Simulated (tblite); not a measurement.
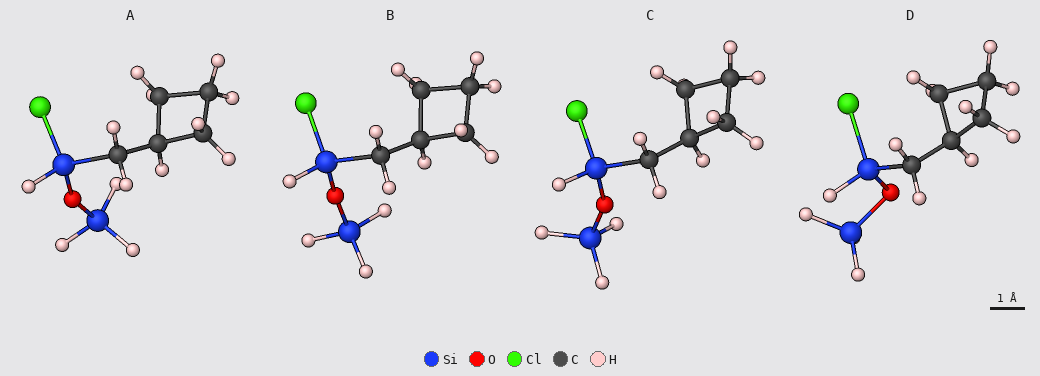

4 geometries from one relaxation of C5H13ClOSi2, in shuffled order. The picture is a ball-and-stick view, seen from a free direction.

Computed with GFN2-xTB geometry optimisation, gas phase in tblite. 

### Put them in the order of the run, from the start to the converged end.

D, C, B, A. They are steps 0, 45, 136, 212, at +165.6 kJ/mol, +7.80 kJ/mol, +2.06 kJ/mol relative to the last. After 212 geometry steps the energy has fallen by 165.6 kJ/mol. The atom that moves furthest after the best rigid fit is an H atom (2.17 Å). Largest moves by element: H 2.17 Å, O 1.44 Å, Si 0.99 Å, Cl 0.91 Å, C 0.60 Å. Among the contacts that change: Si–Si 2.745 → 3.182 Å, O–Si 1.749 → 1.627 Å, O–Si 1.731 → 1.615 Å, Cl–Si 2.097 → 2.009 Å. Bond angles that change, for instance: Si–O–Si 104.1° → 157.9°, H–C–H 115.4° → 108.7°, C–C–H 114.6° → 108.3°. Groups turn about O–Si by about 180°, O–Si by about 170°.
